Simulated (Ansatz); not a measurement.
# C$_{5}$H$_{3}$F$_{3}$: what the fields show

The calculation's input:

```
crystal:
  periodic: [false, false, false]
  atoms:
    - {symbol: C, position_ang: [-1.329035, 2.026337, 2.059834]}
    - {symbol: C, position_ang: [-0.971399, 1.120427, 1.336454]}
    - {symbol: C, position_ang: [-0.531894, 0.047815, 0.516754]}
    - {symbol: C, position_ang: [-0.936791, -0.149348, -0.744922]}
    - {symbol: C, position_ang: [-0.450653, -1.290661, -1.574831]}
    - {symbol: F, position_ang: [0.414154, -2.068353, -0.920877]}
    - {symbol: F, position_ang: [-1.470122, -2.061303, -1.969474]}
    - {symbol: F, position_ang: [0.157507, -0.850184, -2.681656]}
    - {symbol: H, position_ang: [-1.649431, 2.831057, 2.696150]}
    - {symbol: H, position_ang: [0.183865, -0.654034, 0.959843]}
    - {symbol: H, position_ang: [-1.648318, 0.516696, -1.239077]}
basis:
  gaussian:
    orbitals: def2-SVPD
hamiltonian:
  xc: pbe0
output: {forces: true, orbitals: {seedname: orbitals}}
```

Run with:

```sh
ansatz run input.yaml --threads 2 --pin off --max-ram 5220MiB --events-out events.jsonl --progress --plain --runs-dir runs
```

Geometry: PBE0-D3(BJ)/def2-SVP.

All numbers below come from isolated molecule in a Gaussian basis; Kohn-Sham density functional theory, functional PBE0 (Ansatz).

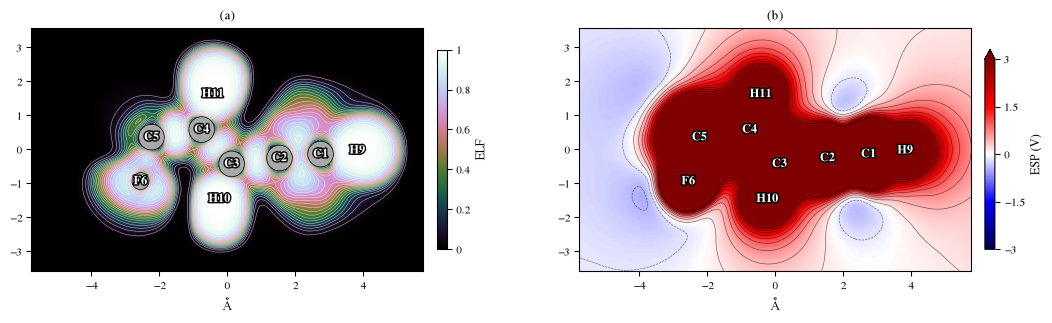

Figure 1. (a) ELF; (b) molecular electrostatic potential on the plane of atoms C3, C4 and H11. Grey discs cover the atomic cores in the ELF map.

Interpret the plot.

Answer.
- The plane passes through C, F and H nuclei.
- C–C (1.21 Å): the ELF peaks at about 0.85 between the atoms; a short, multiple covalent bond.
- C–F (1.33 Å): the ELF peaks at about 0.85 between the atoms, as expected for a shared but strongly polarised pair.
- C–H (1.07 Å): the ELF climbs to about 1 towards the hydrogen, as it does in any bond to H: a covalent bond by its length.
- C–C (1.34 Å): the ELF peaks at about 0.95 between the atoms: a multiple bond.
- The ELF also peaks beside F6, away from the bonds: lone-pair regions.
- Outside the dense part of the molecule the potential is most negative (−0.5 V) near F6.

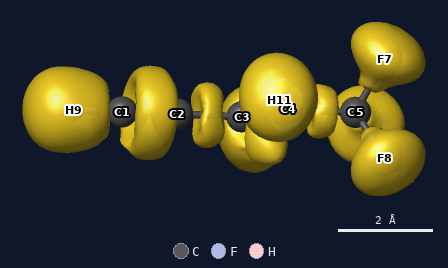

Figure 2. Isosurface of the electron localisation function at 0.75 (yellow), seen from one side. Core shells and regions of very low density are left out.

What do the ELF domains correspond to?

Answer. At this value the surface marks out four regions between bonded C–C atoms (shared pairs), three regions around hydrogen nuclei and three regions on F in which the atom's valence shell and bonds are merged.

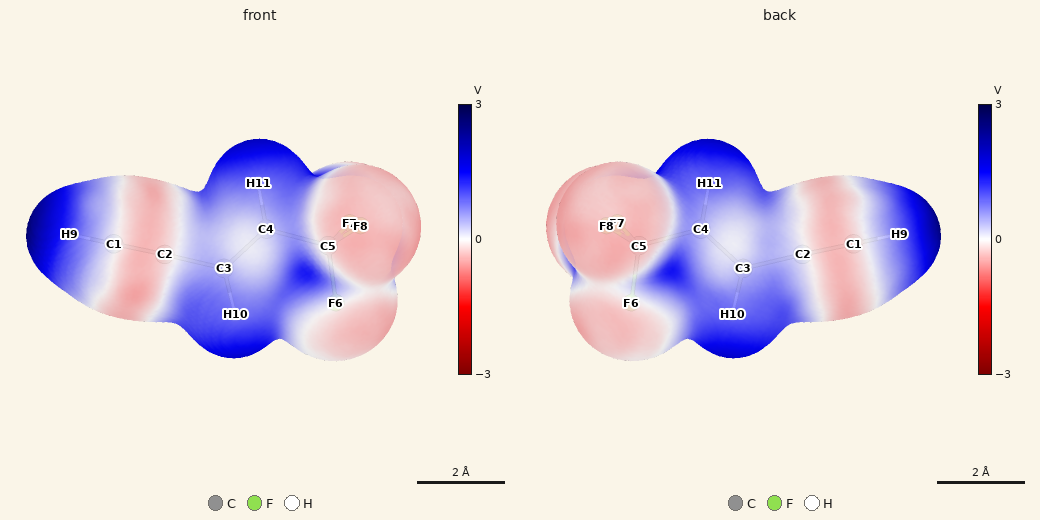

Figure 3. The electrostatic potential painted on the density surface at 0.004 e/bohr³, seen from the front and from behind; the colour scale runs from red (negative) to blue (positive).

Describe the electrostatic potential map.

Answer. The most negative region (about −0.5 V, or −12 kcal/mol for a unit charge) lies over C1, C2, F7 and F8, the most positive (about +2.5 V, or +58 kcal/mol for a unit charge) over H9.

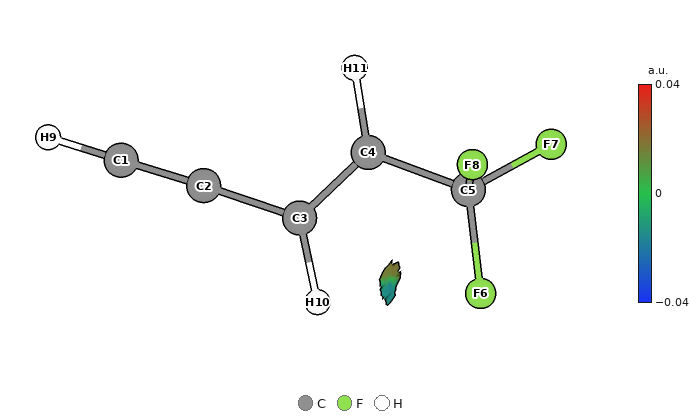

Figure 4. Non-covalent interaction (NCI) plot: the surface where the reduced density gradient is 0.4, for densities under 0.05 a.u., coloured by sign(λ₂)ρ; seen at a tilt.

Identify the weak interactions.

Answer. Between H10 and C3 on one side and F6 and C5 on the other: a weak contact, attractive (blue-green) on one side and crowded (olive to red) on the other.
